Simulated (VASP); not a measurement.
Band structure of Bi. All values below come from PBE GGA, VASP's PBE PAW potentials (set 64) (plane waves; VASP 6.6.1).

The cell holds a wide vacuum, so values per volume refer to the whole cell. Unless said otherwise, spin-orbit coupling is left out, though it shifts the bands of the heavy elements here.

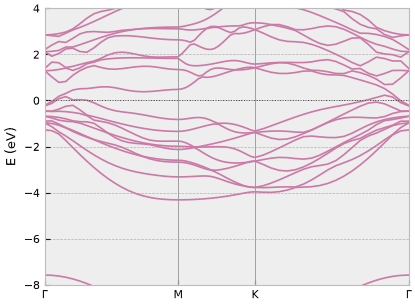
Figure. Bands along high-symmetry lines, zero at the valence-band maximum or, without a gap, the Fermi level

Task: Read the plot: is there a gap, and where are the band edges?

Result: It has no gap at this level: it comes out as a metal or semimetal.

The cell is a sheet with vacuum, built from a generated structure.
